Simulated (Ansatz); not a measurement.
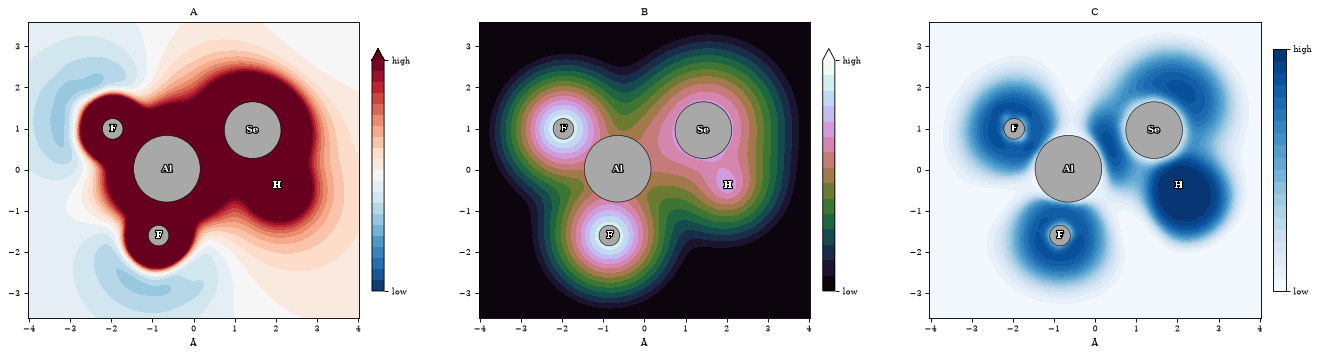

AlF₂HSe (SMILES [F][Al]([F])[SeH]): 3 fields on the molecular plane, with unlabelled colour scales. Grey discs cover the atomic cores.

Geometry: PBE0-D4/def2-TZVP.

Theory: RKS PBE0-D4/def2-TZVPP in Ansatz 0.2.0.

The panels show electron density, electron localisation function and electrostatic potential in some order. Assign them.

Answer. Panel A: electrostatic potential (strongly positive close to the atoms, with negative regions outside electron-rich atoms). Panel B: electron density. Panel C: electron localisation function. From the grid: Al–F (1.64 Å): the density is about 0.93 e/Å³ at the midpoint; the ELF peaks at about 0.85 in the valence shell of F, 0.6 Å from its nucleus, and is about 0.35 at the midpoint. Al–Se (2.29 Å): the density is about 0.64 e/Å³ at the midpoint; the ELF peaks at about 0.90 in the valence shell of Se, 1.1 Å from its nucleus, and is about 0.90 at the midpoint.
